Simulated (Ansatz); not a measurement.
**Molecular dynamics of GaH₃ClO₂F (part 4 of 4)**

The same run, continued: GaH₃ClO₂F; RKS PBE0/def2-SVP (Ansatz 0.2.0). It belongs to a series of runs on one base structure; here: dynamics from the highest image of the converged band.

Geometry of the input (Å):
```
Ga -0.3979  -0.1318  0.1748
Cl 1.2344  1.5688  -0.7488
O  -1.7259  -0.3615  -0.9610
O  -0.6379  0.1462  1.8986
H  1.6140  0.2090  -0.6508
F  1.1841  -1.0284  -0.2669
H  -1.4475  -0.5792  -1.8562
H  0.1767  0.1768  2.4104
```

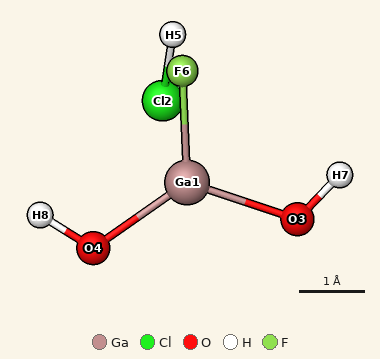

Figure 1. The geometry at step 142 of the log (ball-and-stick view, seen at a tilt; atoms are numbered from 1 in the order of the input).

### Trajectory as extended XYZ, continued
```
8
Properties=species:S:1:pos:R:3:forces:R:3 step=113 time_fs=56.5 energy=-71729.42540 temperature=176.2
Ga   -0.4276   -0.2807    0.2240    0.7824   0.3483   0.2269
Cl    1.2895    1.7852   -0.7565    0.1855  -0.4043  -0.0237
O    -1.6322   -0.2667   -1.0546   -0.2633  -0.4136  -0.3459
O    -0.5707    0.4092    1.8686   -0.1909  -0.4334  -0.6926
H     1.8722    0.6155   -0.8685   -0.2055   0.2388   0.0320
F     1.0341   -1.1969   -0.3213   -0.3548   0.3436   0.3876
H    -1.3758   -0.8962   -1.7504   -0.1476   0.3365   0.2628
H     0.2340    0.2774    2.3740    0.1941  -0.0159   0.1529
8
Properties=species:S:1:pos:R:3:forces:R:3 step=116 time_fs=58.0 energy=-71729.42347 temperature=173.7
Ga   -0.4275   -0.2829    0.2246    0.7354   0.2966   0.0863
Cl    1.2918    1.7911   -0.7569    0.0983  -0.2422  -0.0137
O    -1.6374   -0.2672   -1.0568   -0.1880  -0.3637  -0.2263
O    -0.5708    0.4124    1.8692   -0.2039  -0.4467  -0.7455
H     1.8879    0.6394   -0.8937   -0.1259   0.0734   0.0284
F     1.0336   -1.2043   -0.3189   -0.4186   0.3870   0.4057
H    -1.3888   -0.8822   -1.7678   -0.1052   0.3137   0.3021
H     0.2361    0.2823    2.3710    0.2079  -0.0180   0.1629
8
Properties=species:S:1:pos:R:3:forces:R:3 step=119 time_fs=59.5 energy=-71729.42191 temperature=171.6
Ga   -0.4272   -0.2851    0.2252    0.6672   0.2463  -0.0727
Cl    1.2943    1.7969   -0.7573   -0.0279  -0.0192   0.0128
O    -1.6429   -0.2682   -1.0593   -0.2062  -0.0410   0.2419
O    -0.5711    0.4149    1.8687    0.0376  -0.4862  -0.6064
H     1.9010    0.6648   -0.9183   -0.0048  -0.1518   0.0064
F     1.0326   -1.2113   -0.3160   -0.4679   0.4211   0.4174
H    -1.4040   -0.8620   -1.7792    0.0416   0.0132  -0.0029
H     0.2423    0.2869    2.3712   -0.0395   0.0176   0.0035
8
Properties=species:S:1:pos:R:3:forces:R:3 step=123 time_fs=61.5 energy=-71729.41123 temperature=158.0
Ga   -0.4265   -0.2878    0.2260    0.5545   0.1896  -0.2923
Cl    1.2975    1.8046   -0.7578   -0.1249   0.1311   0.0394
O    -1.6507   -0.2695   -1.0620   -0.1944   0.2815   0.7748
O    -0.5714    0.4172    1.8668    0.2735  -0.5100  -0.4433
H     1.9186    0.6932   -0.9510    0.0842  -0.3059  -0.0139
F     1.0305   -1.2199   -0.3115   -0.5013   0.4477   0.4203
H    -1.4223   -0.8356   -1.7958    0.1946  -0.2828  -0.3285
H     0.2483    0.2937    2.3711   -0.2862   0.0489  -0.1565
8
Properties=species:S:1:pos:R:3:forces:R:3 step=126 time_fs=63.0 energy=-71729.40990 temperature=156.2
Ga   -0.4258   -0.2897    0.2265    0.4617   0.1586  -0.4478
Cl    1.2998    1.8105   -0.7582   -0.0772   0.0297   0.0233
O    -1.6568   -0.2702   -1.0629   -0.0517   0.1342   0.6555
O    -0.5713    0.4182    1.8647    0.1404  -0.4763  -0.4995
H     1.9335    0.7074   -0.9758    0.0290  -0.2084   0.0080
F     1.0282   -1.2257   -0.3075   -0.4997   0.4514   0.4120
H    -1.4316   -0.8219   -1.8152    0.1563  -0.1167  -0.0737
H     0.2465    0.3000    2.3677   -0.1587   0.0274  -0.0779
8
Properties=species:S:1:pos:R:3:forces:R:3 step=129 time_fs=64.5 energy=-71729.40574 temperature=150.8
Ga   -0.4249   -0.2917    0.2269    0.3638   0.1384  -0.5893
Cl    1.3021    1.8164   -0.7586    0.0402  -0.1836  -0.0221
O    -1.6630   -0.2706   -1.0630    0.1281  -0.1286   0.3363
O    -0.5710    0.4185    1.8619   -0.1446  -0.4178  -0.6355
H     1.9490    0.7172   -1.0004   -0.0959   0.0013   0.0592
F     1.0254   -1.2310   -0.3030   -0.4782   0.4420   0.3954
H    -1.4376   -0.8105   -1.8359    0.0655   0.1610   0.3589
H     0.2416    0.3068    2.3627    0.1212  -0.0125   0.0971
8
Properties=species:S:1:pos:R:3:forces:R:3 step=132 time_fs=66.0 energy=-71729.39997 temperature=143.5
Ga   -0.4239   -0.2935    0.2270    0.2596   0.1270  -0.7162
Cl    1.3044    1.8222   -0.7589    0.1435  -0.3642  -0.0688
O    -1.6690   -0.2713   -1.0626    0.2317  -0.1957   0.2747
O    -0.5708    0.4182    1.8582   -0.2769  -0.3726  -0.6536
H     1.9624    0.7271   -1.0237   -0.2043   0.1793   0.1100
F     1.0220   -1.2358   -0.2981   -0.4413   0.4209   0.3713
H    -1.4422   -0.7959   -1.8494    0.0429   0.2354   0.5108
H     0.2390    0.3133    2.3597    0.2448  -0.0301   0.1718
8
Properties=species:S:1:pos:R:3:forces:R:3 step=136 time_fs=68.0 energy=-71729.40232 temperature=146.4
Ga   -0.4224   -0.2960    0.2269    0.1136   0.1215  -0.8583
Cl    1.3077    1.8296   -0.7595    0.1489  -0.3812  -0.0819
O    -1.6766   -0.2724   -1.0613    0.2067   0.0933   0.7816
O    -0.5712    0.4170    1.8520   -0.0220  -0.3472  -0.3677
H     1.9736    0.7460   -1.0510   -0.2110   0.1960   0.1244
F     1.0168   -1.2415   -0.2909   -0.3719   0.3769   0.3288
H    -1.4462   -0.7699   -1.8521    0.1648  -0.0554   0.0853
H     0.2424    0.3212    2.3605   -0.0291  -0.0038  -0.0121
8
Properties=species:S:1:pos:R:3:forces:R:3 step=139 time_fs=69.5 energy=-71729.40228 temperature=146.4
Ga   -0.4213   -0.2977    0.2265    0.0052   0.1244  -0.9352
Cl    1.3102    1.8348   -0.7600    0.0425  -0.2169  -0.0407
O    -1.6819   -0.2732   -1.0591    0.1645   0.3040   1.1686
O    -0.5715    0.4156    1.8467    0.1861  -0.3180  -0.1252
H     1.9767    0.7650   -1.0685   -0.1019   0.0334   0.0816
F     1.0123   -1.2453   -0.2850   -0.3038   0.3320   0.2899
H    -1.4455   -0.7511   -1.8509    0.2590  -0.2719  -0.2756
H     0.2450    0.3269    2.3614   -0.2517   0.0131  -0.1634
8
Properties=species:S:1:pos:R:3:forces:R:3 step=142 time_fs=71.0 energy=-71729.40573 temperature=150.8
Ga   -0.4201   -0.2995    0.2258   -0.0969   0.1360  -0.9791
Cl    1.3127    1.8399   -0.7605   -0.1002   0.0016   0.0235
O    -1.6870   -0.2736   -1.0555    0.2308   0.2310   1.0651
O    -0.5716    0.4138    1.8413    0.1400  -0.2600  -0.0453
H     1.9777    0.7847   -1.0842    0.0449  -0.1825   0.0152
F     1.0075   -1.2486   -0.2789   -0.2200   0.2764   0.2452
H    -1.4393   -0.7376   -1.8548    0.2166  -0.2055  -0.1796
H     0.2426    0.3329    2.3590   -0.2152   0.0031  -0.1450
8
Properties=species:S:1:pos:R:3:forces:R:3 step=145 time_fs=72.5 energy=-71729.40911 temperature=155.1
Ga   -0.4190   -0.3012    0.2248   -0.1920   0.1598  -0.9895
Cl    1.3152    1.8450   -0.7610   -0.1870   0.1284   0.0656
O    -1.6918   -0.2737   -1.0504    0.3849  -0.0270   0.5959
O    -0.5715    0.4116    1.8357   -0.1276  -0.1849  -0.1134
H     1.9796    0.8005   -1.0996    0.1349  -0.3074  -0.0287
F     1.0025   -1.2517   -0.2724   -0.1206   0.2103   0.1945
H    -1.4288   -0.7282   -1.8620    0.0602   0.0446   0.2504
H     0.2359    0.3389    2.3537    0.0472  -0.0237   0.0251
8
Properties=species:S:1:pos:R:3:forces:R:3 step=148 time_fs=74.0 energy=-71729.40984 temperature=156.2
Ga   -0.4180   -0.3028    0.2235   -0.2814   0.1966  -0.9706
Cl    1.3176    1.8502   -0.7615   -0.1558   0.0694   0.0485
O    -1.6961   -0.2738   -1.0446    0.4899  -0.1845   0.2708
O    -0.5716    0.4092    1.8301   -0.3425  -0.1174  -0.1465
H     1.9842    0.8100   -1.1155    0.1053  -0.2479  -0.0124
F     0.9973   -1.2545   -0.2657   -0.0086   0.1351   0.1384
H    -1.4168   -0.7180   -1.8642   -0.0638   0.1904   0.5087
H     0.2302    0.3444    2.3489    0.2568  -0.0416   0.1631
8
Properties=species:S:1:pos:R:3:forces:R:3 step=152 time_fs=76.0 energy=-71729.41644 temperature=164.5
Ga   -0.4167   -0.3049    0.2213   -0.3880   0.2607  -0.9038
Cl    1.3206    1.8572   -0.7620    0.0123  -0.2044  -0.0476
O    -1.7008   -0.2743   -1.0361    0.4098  -0.0477   0.4728
O    -0.5724    0.4057    1.8222   -0.1824  -0.0575   0.1141
H     1.9933    0.8155   -1.1367   -0.0626   0.0249   0.0829
F     0.9904   -1.2580   -0.2566    0.1522   0.0259   0.0578
H    -1.4028   -0.6989   -1.8515   -0.0262   0.0307   0.1783
H     0.2303    0.3504    2.3474    0.0847  -0.0325   0.0455
8
Properties=species:S:1:pos:R:3:forces:R:3 step=155 time_fs=77.5 energy=-71729.41377 temperature=161.2
Ga   -0.4159   -0.3064    0.2193   -0.4509   0.3134  -0.8198
Cl    1.3229    1.8623   -0.7625    0.1162  -0.3740  -0.1124
O    -1.7036   -0.2748   -1.0290    0.2512   0.1495   0.8099
O    -0.5733    0.4030    1.8165    0.0730  -0.0186   0.3978
H     1.9989    0.8195   -1.1508   -0.1658   0.1934   0.1464
F     0.9854   -1.2606   -0.2496    0.2747  -0.0577  -0.0030
H    -1.3929   -0.6834   -1.8369    0.0813  -0.1851  -0.2835
H     0.2329    0.3541    2.3477   -0.1798  -0.0208  -0.1355
8
Properties=species:S:1:pos:R:3:forces:R:3 step=158 time_fs=79.0 energy=-71729.41044 temperature=156.9
Ga   -0.4152   -0.3078    0.2171   -0.4913   0.3648  -0.7047
Cl    1.3252    1.8672   -0.7630    0.1255  -0.3977  -0.1243
O    -1.7061   -0.2750   -1.0208    0.1899   0.1640   0.7661
O    -0.5742    0.4002    1.8113    0.1270   0.0264   0.5268
H     2.0011    0.8274   -1.1619   -0.1729   0.2165   0.1562
F     0.9807   -1.2633   -0.2427    0.3932  -0.1380  -0.0602
H    -1.3816   -0.6716   -1.8277    0.0655  -0.2145  -0.3854
H     0.2320    0.3573    2.3453   -0.2369  -0.0215  -0.1746
8
Properties=species:S:1:pos:R:3:forces:R:3 step=161 time_fs=80.5 energy=-71729.41039 temperature=156.7
Ga   -0.4147   -0.3091    0.2146   -0.5049   0.4118  -0.5626
Cl    1.3276    1.8718   -0.7636    0.0325  -0.2645  -0.0741
O    -1.7083   -0.2751   -1.0117    0.2748  -0.0284   0.2561
O    -0.5749    0.3975    1.8068   -0.0804   0.0727   0.4519
H     1.9997    0.8398   -1.1696   -0.0764   0.0831   0.1032
F     0.9764   -1.2661   -0.2358    0.5025  -0.2111  -0.1114
H    -1.3691   -0.6640   -1.8261   -0.1225  -0.0317  -0.0359
H     0.2264    0.3600    2.3394   -0.0256  -0.0320  -0.0272
8
Properties=species:S:1:pos:R:3:forces:R:3 step=165 time_fs=82.5 energy=-71729.39921 temperature=142.5
Ga   -0.4143   -0.3106    0.2111   -0.4796   0.4647  -0.3462
Cl    1.3309    1.8777   -0.7645   -0.1555   0.0096   0.0367
O    -1.7107   -0.2753   -0.9991    0.3354  -0.2266  -0.3603
O    -0.5760    0.3941    1.8017   -0.3700   0.1194   0.3120
H     1.9960    0.8580   -1.1769    0.1162  -0.1918  -0.0114
F     0.9717   -1.2703   -0.2269    0.6249  -0.2917  -0.1687
H    -1.3573   -0.6543   -1.8237   -0.3440   0.1586   0.3552
H     0.2192    0.3625    2.3315    0.2725  -0.0421   0.1826
8
Properties=species:S:1:pos:R:3:forces:R:3 step=168 time_fs=84.0 energy=-71729.39379 temperature=135.4
Ga   -0.4141   -0.3115    0.2083   -0.4277   0.4950  -0.1753
Cl    1.3332    1.8822   -0.7651   -0.2250   0.1046   0.0782
O    -1.7120   -0.2758   -0.9901    0.1770  -0.1539  -0.3487
O    -0.5774    0.3917    1.7984   -0.2669   0.1374   0.4131
H     1.9957    0.8677   -1.1824    0.1872  -0.2889  -0.0549
F     0.9690   -1.2738   -0.2204    0.6934  -0.3362  -0.2029
H    -1.3564   -0.6437   -1.8143   -0.3106   0.0808   0.1737
H     0.2197    0.3634    2.3294    0.1725  -0.0388   0.1168
8
Properties=species:S:1:pos:R:3:forces:R:3 step=171 time_fs=85.5 energy=-71729.38924 temperature=129.5
Ga   -0.4141   -0.3123    0.2055   -0.3474   0.5154  -0.0048
Cl    1.3354    1.8867   -0.7657   -0.1725   0.0126   0.0429
O    -1.7130   -0.2765   -0.9816   -0.1068   0.0380  -0.0520
O    -0.5791    0.3895    1.7956    0.0141   0.1450   0.6213
H     1.9991    0.8714   -1.1889    0.1341  -0.2008  -0.0205
F     0.9670   -1.2777   -0.2141    0.7384  -0.3641  -0.2284
H    -1.3620   -0.6316   -1.8017   -0.1528  -0.1140  -0.2856
H     0.2235    0.3634    2.3297   -0.1070  -0.0321  -0.0730
```

### Key numbers

| quantity | value |
| --- | --- |
| outcome | finished |
| mean temperature over the second half | 164 K |
| trajectory | 171 steps, 85.5 fs |
| ensemble | nve |
| temperature in the input | 300.0 K |
| time step | 0.5 fs |
| potential energy (last step) | −71729.3893 eV |
| mean-field energy (last step) | −71729.3893 eV |
| largest force (length of the vector) (last step) | 0.854 eV/Å |
| hardware | 2 threads of Intel Xeon @ 2.50GHz (Skylake/Cascade Lake), 16 GiB of memory available, shared host |
| wall time | 14 min (CPU time 26 min) |
| peak memory | 0.27 GiB |

### Remarks

So short a trajectory is not equilibrated.
